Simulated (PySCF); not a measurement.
**[Lu(NH3)3]3+: other functionals and bases at one geometry**

Aim: see how levels, charges and forces of [Lu(NH3)3]3+ depend on the level of theory. The structure is generated, not taken from experiment.

Method: several levels, as the steps say, no spin–orbit coupling; program: PySCF 2.14.0.

2 further runs of the same task are left out: 2 for a known fault of the program.

## Step 1: Where the work starts

13 atoms, charge 3, spin multiplicity 1.

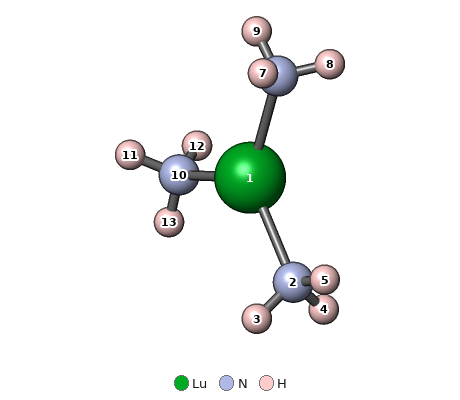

The geometry (lutetium green, nitrogen light blue, hydrogen pink); atoms are numbered from 1 in the order of the file.

As a file:

```xyz
13
H9LuN3
Lu    0.0000    0.0000    0.0000
N     2.3500    0.0011    0.0000
H     2.8064   -0.4727    0.8170
H     2.8064   -0.4727   -0.8170
H     2.8069    0.9446    0.0000
N    -1.1760    2.0347    0.0000
H    -0.9939    2.6668    0.8170
H    -0.9939    2.6668   -0.8170
H    -2.2215    1.9585    0.0000
N    -1.1741   -2.0358    0.0000
H    -1.8126   -2.1941    0.8170
H    -1.8126   -2.1941   -0.8170
H    -0.5854   -2.9031    0.0000
```

Formal oxidation states: Lu +3. Each metal's 14 4f electrons lie in its core potential, so multiplicities, spins and levels count the valence alone. An earlier session relaxed this geometry at BP86, Lu lcecp-1-SVP with ECP60, N def2-SVP, H def2-SVP (singlet, point group C3h).

At BP86 on the finer grid: E = -208.555191 Eh, HOMO -23.30 eV, LUMO -17.56 eV, Mulliken charge on Lu1 +1.65 e, largest force component 0.002 eV/Å. 

Levels to run: BLYP; M06-L; PBE; wB97X; BP86, TZVP. Hardware: 2 threads of Arm Neoverse V2, shared host.

## Step 2: BLYP

Contents of run.py (the lines that set the calculation):

```python
mol = gto.M(atom='''
Lu     0.00000     0.00000     0.00000
N      2.35005     0.00111     0.00000
H      2.80642    -0.47267     0.81696
H      2.80642    -0.47267    -0.81696
H      2.80688     0.94458     0.00000
N     -1.17598     2.03465     0.00000
H     -0.99386     2.66677     0.81696
H     -0.99386     2.66677    -0.81696
H     -2.22147     1.95854     0.00000
N     -1.17407    -2.03576     0.00000
H     -1.81256    -2.19410     0.81696
H     -1.81256    -2.19410    -0.81696
H     -0.58541    -2.90312     0.00000''',
    basis={'Lu': 'lcecp-1-SVP', 'N': 'def2-SVP', 'H': 'def2-SVP'},
    ecp={'Lu': 'lcecp-1-SVP'},
    charge=3, spin=0)
mf = dft.RKS(mol, xc='BLYP')
mf.grids.atom_grid = (75, 302)  # f atoms: unpruned, at least (60, 302)
mf = mf.density_fit()  # fitting sets: Lu AutoAux, N def2-universal-JKFIT, H def2-universal-JKFIT
mf.conv_tol = 1e-08; mf.max_cycle = 55
mf.kernel(dm0)  # dm0: the density of the relaxed state
```

On the command line:

```sh
$ OMP_NUM_THREADS=2 python run.py
```

Standard output:

```text
init E= -208.400305620518
  HOMO = -0.846677562901337  LUMO = -0.654088842021748  gap/eV = 5.24061
cycle= 1 E= -208.401278630396  delta_E= -0.000973  |g|= 0.0307  |ddm|= 0.162
  HOMO = -0.843792337204206  LUMO = -0.657881364672477  gap/eV = 5.05890
cycle= 2 E= -208.400717507622  delta_E= 0.000561  |g|= 0.0583  |ddm|= 0.074
  HOMO = -0.847468516958953  LUMO = -0.656655611550361  gap/eV = 5.19228
cycle= 3 E= -208.401487533631  delta_E= -0.00077  |g|= 0.00153  |ddm|= 0.0494
  HOMO = -0.847165562010305  LUMO = -0.656322309412513  gap/eV = 5.19311
cycle= 4 E= -208.401488030013  delta_E= -4.96e-07  |g|= 0.000536  |ddm|= 0.00216
  HOMO = -0.847197185020232  LUMO = -0.656429129795752  gap/eV = 5.19106
cycle= 5 E= -208.401488139149  delta_E= -1.09e-07  |g|= 4.41e-05  |ddm|= 0.000949
  HOMO = -0.847191593404084  LUMO = -0.656429111950722  gap/eV = 5.19091
cycle= 6 E= -208.401488139622  delta_E= -4.72e-10  |g|= 3.06e-06  |ddm|= 4.57e-05
  HOMO = -0.847192012141264  LUMO = -0.656428509760914  gap/eV = 5.19094
Extra cycle  E= -208.401488139619  delta_E= 3.01e-12  |g|= 5.25e-06  |ddm|= 8.46e-06
converged SCF energy = -208.401488139619
```

It took 6.8 s on 2 threads of Arm Neoverse V2, shared host.

Read off: E = -208.401488 Eh, HOMO -23.05 eV, LUMO -17.86 eV, Mulliken charge on Lu1 +1.61 e, largest force component 0.128 eV/Å. 

## Step 3: M06-L

run.py (the lines that set the calculation), as its differences from that of step 2:

```diff
@@ -17,3 +17,3 @@
     charge=3, spin=0)
-mf = dft.RKS(mol, xc='BLYP')
+mf = dft.RKS(mol, xc='M06L')
 mf.grids.atom_grid = (75, 302)  # f atoms: unpruned, at least (60, 302)
```

On the command line:

```sh
$ OMP_NUM_THREADS=2 python run.py
```

Standard output:

```text
init E= -208.498555952665
  HOMO = -0.867801178230421  LUMO = -0.609004572745456  gap/eV = 7.04221
cycle= 1 E= -208.504187389963  delta_E= -0.00563  |g|= 0.0379  |ddm|= 0.342
  HOMO = -0.86356816954556  LUMO = -0.625975658555927  gap/eV = 6.46522
cycle= 2 E= -208.503954930545  delta_E= 0.000232  |g|= 0.0516  |ddm|= 0.102
  HOMO = -0.866222668064985  LUMO = -0.621247281581022  gap/eV = 6.66612
cycle= 3 E= -208.504665779957  delta_E= -0.000711  |g|= 0.00797  |ddm|= 0.0555
  HOMO = -0.865142317188678  LUMO = -0.619875661947122  gap/eV = 6.67405
cycle= 4 E= -208.504680931022  delta_E= -1.52e-05  |g|= 0.00105  |ddm|= 0.00888
  HOMO = -0.865303288936801  LUMO = -0.620071725026081  gap/eV = 6.67309
cycle= 5 E= -208.50468124009  delta_E= -3.09e-07  |g|= 0.000166  |ddm|= 0.00127
  HOMO = -0.865297268175698  LUMO = -0.620113206041989  gap/eV = 6.67180
cycle= 6 E= -208.504681248505  delta_E= -8.41e-09  |g|= 1.7e-05  |ddm|= 0.000203
  HOMO = -0.865295564179108  LUMO = -0.620112737844836  gap/eV = 6.67176
Extra cycle  E= -208.504681248496  delta_E= 8.41e-12  |g|= 1.83e-05  |ddm|= 2.86e-05
converged SCF energy = -208.504681248496
```

Wall time 11 s (2 threads of Arm Neoverse V2, shared host).

Result: E = -208.504681 Eh, HOMO -23.55 eV, LUMO -16.87 eV, Mulliken charge on Lu1 +1.87 e, largest force component 0.477 eV/Å. 

## Step 4: PBE

run.py (the lines that set the calculation), as its differences from that of step 3:

```diff
@@ -17,3 +17,3 @@
     charge=3, spin=0)
-mf = dft.RKS(mol, xc='M06L')
+mf = dft.RKS(mol, xc='PBE')
 mf.grids.atom_grid = (75, 302)  # f atoms: unpruned, at least (60, 302)
```

On the command line:

```sh
$ OMP_NUM_THREADS=2 python run.py
```

Standard output:

```text
init E= -208.293631447863
  HOMO = -0.852077489938396  LUMO = -0.653056529346342  gap/eV = 5.41564
cycle= 1 E= -208.293817289168  delta_E= -0.000186  |g|= 0.00346  |ddm|= 0.0478
  HOMO = -0.853180498686634  LUMO = -0.653448231891938  gap/eV = 5.43499
cycle= 2 E= -208.293811860401  delta_E= 5.43e-06  |g|= 0.00604  |ddm|= 0.00692
  HOMO = -0.852720452137873  LUMO = -0.653462472694722  gap/eV = 5.42209
cycle= 3 E= -208.293819779857  delta_E= -7.92e-06  |g|= 0.00032  |ddm|= 0.00478
  HOMO = -0.85269908426327  LUMO = -0.653399093493027  gap/eV = 5.42323
cycle= 4 E= -208.293819803088  delta_E= -2.32e-08  |g|= 0.000116  |ddm|= 0.000598
  HOMO = -0.852707574064395  LUMO = -0.653423725930057  gap/eV = 5.42279
cycle= 5 E= -208.293819807793  delta_E= -4.71e-09  |g|= 9.09e-06  |ddm|= 0.000209
  HOMO = -0.852707149388904  LUMO = -0.653419841901043  gap/eV = 5.42288
Extra cycle  E= -208.293819807777  delta_E= 1.63e-11  |g|= 1.29e-05  |ddm|= 3.58e-05
converged SCF energy = -208.293819807777
```

Run time: 6.4 s. Hardware: 2 threads of Arm Neoverse V2, shared host.

It gives: E = -208.293820 Eh, HOMO -23.20 eV, LUMO -17.78 eV, Mulliken charge on Lu1 +1.63 e, largest force component 0.043 eV/Å. 

## Step 5: wB97X

run.py (the lines that set the calculation), as its differences from that of step 4:

```diff
@@ -17,3 +17,3 @@
     charge=3, spin=0)
-mf = dft.RKS(mol, xc='PBE')
+mf = dft.RKS(mol, xc='WB97X')
 mf.grids.atom_grid = (75, 302)  # f atoms: unpruned, at least (60, 302)
```

On the command line:

```sh
$ OMP_NUM_THREADS=2 python run.py
```

Standard output:

```text
init E= -208.463611915162
  HOMO = -0.999805503973217  LUMO = -0.520406128073789  gap/eV = 13.04512
cycle= 1 E= -208.46950141587  delta_E= -0.00589  |g|= 0.0289  |ddm|= 0.22
  HOMO = -1.00068892870589  LUMO = -0.529142418924723  gap/eV = 12.83143
cycle= 2 E= -208.469820873699  delta_E= -0.000319  |g|= 0.011  |ddm|= 0.0487
  HOMO = -1.0023330834521  LUMO = -0.527971090332983  gap/eV = 12.90805
cycle= 3 E= -208.469858053774  delta_E= -3.72e-05  |g|= 0.00691  |ddm|= 0.0156
  HOMO = -1.00149515785038  LUMO = -0.528008173841762  gap/eV = 12.88424
cycle= 4 E= -208.469870313883  delta_E= -1.23e-05  |g|= 0.000905  |ddm|= 0.00663
  HOMO = -1.00168810339782  LUMO = -0.528329569559121  gap/eV = 12.88074
cycle= 5 E= -208.469870773383  delta_E= -4.6e-07  |g|= 0.000177  |ddm|= 0.00174
  HOMO = -1.00168843652087  LUMO = -0.528334053993017  gap/eV = 12.88063
cycle= 6 E= -208.469870812129  delta_E= -3.87e-08  |g|= 3.11e-05  |ddm|= 0.000636
  HOMO = -1.00168774835574  LUMO = -0.528331104027044  gap/eV = 12.88069
cycle= 7 E= -208.46987081316  delta_E= -1.03e-09  |g|= 4.98e-06  |ddm|= 0.000109
  HOMO = -1.00168773251107  LUMO = -0.528331838339493  gap/eV = 12.88067
Extra cycle  E= -208.469870813185  delta_E= -2.47e-11  |g|= 1.83e-06  |ddm|= 1.39e-05
converged SCF energy = -208.469870813185
```

It took 8.4 s on 2 threads of Arm Neoverse V2, shared host.

It gives: E = -208.469871 Eh, HOMO -27.26 eV, LUMO -14.38 eV, Mulliken charge on Lu1 +1.80 e, largest force component 0.477 eV/Å. 

## Step 6: BP86, TZVP

Basis: Lu lcecp-1-TZVP with ECP60, N def2-TZVP, H def2-TZVP. 

run.py (the lines that set the calculation), as its differences from that of step 5:

```diff
@@ -14,6 +14,6 @@
 H     -0.58541    -2.90312     0.00000''',
-    basis={'Lu': 'lcecp-1-SVP', 'N': 'def2-SVP', 'H': 'def2-SVP'},
-    ecp={'Lu': 'lcecp-1-SVP'},
+    basis={'Lu': 'lcecp-1-TZVP', 'N': 'def2-TZVP', 'H': 'def2-TZVP'},
+    ecp={'Lu': 'lcecp-1-TZVP'},
     charge=3, spin=0)
-mf = dft.RKS(mol, xc='WB97X')
+mf = dft.RKS(mol, xc='B88,P86')
 mf.grids.atom_grid = (75, 302)  # f atoms: unpruned, at least (60, 302)
@@ -21,2 +21,2 @@
 mf.conv_tol = 1e-08; mf.max_cycle = 55
-mf.kernel(dm0)  # dm0: the density of the relaxed state
+mf.kernel(dm0)  # dm0: free metal ions and neutral atoms
```

On the command line:

```sh
$ OMP_NUM_THREADS=2 python run.py
```

Standard output:

```text
init E= -201.705449970369
  HOMO = -1.18861051137972  LUMO = -0.736971034486869  gap/eV = 12.28974
cycle= 1 E= -207.025528352178  delta_E= -5.32  |g|= 3.14  |ddm|= 2.74
cycle= 2 E= -201.586325622966  delta_E= 5.44  |g|= 4.54  |ddm|= 4.43
  HOMO = -0.873844665374289  LUMO = -0.527053869398515  gap/eV = 9.43666
cycle= 3 E= -208.526227939649  delta_E= -6.94  |g|= 0.86  |ddm|= 4.19
  HOMO = -0.880298281301157  LUMO = -0.672751950673139  gap/eV = 5.64762
cycle= 4 E= -208.732297214412  delta_E= -0.206  |g|= 0.276  |ddm|= 1.17
  HOMO = -0.841256353783625  LUMO = -0.63535500271287  gap/eV = 5.60286
cycle= 5 E= -208.747910840247  delta_E= -0.0156  |g|= 0.127  |ddm|= 0.293
  HOMO = -0.846993342496053  LUMO = -0.639589060989165  gap/eV = 5.64376
cycle= 6 E= -208.750496635199  delta_E= -0.00259  |g|= 0.0641  |ddm|= 0.0958
  HOMO = -0.853914487381725  LUMO = -0.643845580498814  gap/eV = 5.71627
cycle= 7 E= -208.751378492739  delta_E= -0.000882  |g|= 0.00367  |ddm|= 0.0395
  HOMO = -0.853943077999854  LUMO = -0.643805534121027  gap/eV = 5.71813
cycle= 8 E= -208.751381577281  delta_E= -3.08e-06  |g|= 0.000562  |ddm|= 0.00347
  HOMO = -0.853890835144783  LUMO = -0.643730440521244  gap/eV = 5.71876
cycle= 9 E= -208.751381636972  delta_E= -5.97e-08  |g|= 0.000128  |ddm|= 0.000556
  HOMO = -0.853893351958161  LUMO = -0.643742803585328  gap/eV = 5.71849
cycle= 10 E= -208.751381640696  delta_E= -3.72e-09  |g|= 5.93e-05  |ddm|= 0.000125
  HOMO = -0.853889037104915  LUMO = -0.643748390918788  gap/eV = 5.71822
Extra cycle  E= -208.7513816389  delta_E= 1.8e-09  |g|= 0.000111  |ddm|= 9.56e-05
converged SCF energy = -208.7513816389
```

It took 28 s on 2 threads of Arm Neoverse V2, shared host.

It gives: E = -208.751382 Eh, HOMO -23.24 eV, LUMO -17.52 eV, Mulliken charge on Lu1 +1.96 e, largest force component 0.442 eV/Å. 

## Step 7: All levels side by side

| level | state | HOMO (eV) | gap (eV) | charge on Lu1 (e) | dipole (D) | largest force (eV/Å) | basis functions | time |
| --- | --- | --- | --- | --- | --- | --- | --- | --- |
| BP86 (relaxed here) | singlet | -23.30 | 5.74 | 1.65 | 0.00 | 0.00 | 120 | 16 s |
| BLYP | singlet | -23.05 | 5.19 | 1.61 | 0.00 | 0.13 | 120 | 6.8 s |
| M06-L | singlet | -23.55 | 6.67 | 1.87 | 0.00 | 0.48 | 120 | 11 s |
| PBE | singlet | -23.20 | 5.42 | 1.63 | 0.00 | 0.04 | 120 | 6.4 s |
| wB97X | singlet | -27.26 | 12.88 | 1.80 | 0.00 | 0.48 | 120 | 8.4 s |
| BP86, TZVP | singlet | -23.24 | 5.72 | 1.96 | 0.00 | 0.44 | 194 | 28 s |

Times are on 2 threads of Arm Neoverse V2, shared host; the first row also made further properties. The dipole of a charged species depends on the origin, so these sizes hold for this origin alone.

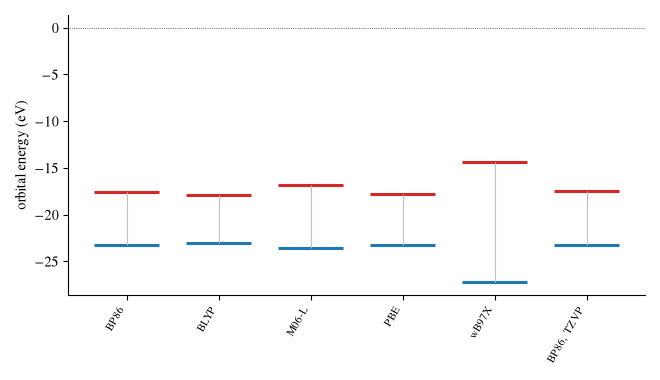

Highest filled and lowest empty level, method by method.

In one basis the HOMO–LUMO gap runs from 5.19 eV (BLYP) to 12.88 eV (wB97X). The largest leftover force, 0.48 eV/Å with wB97X, stands at a geometry relaxed at another level. The Mulliken charge on Lu spans +1.61 to +1.96 e over the levels. With 4f in the core, its levels are missing from HOMO and gap. Total energies of different levels can't be compared. Spin–orbit coupling is left out throughout.
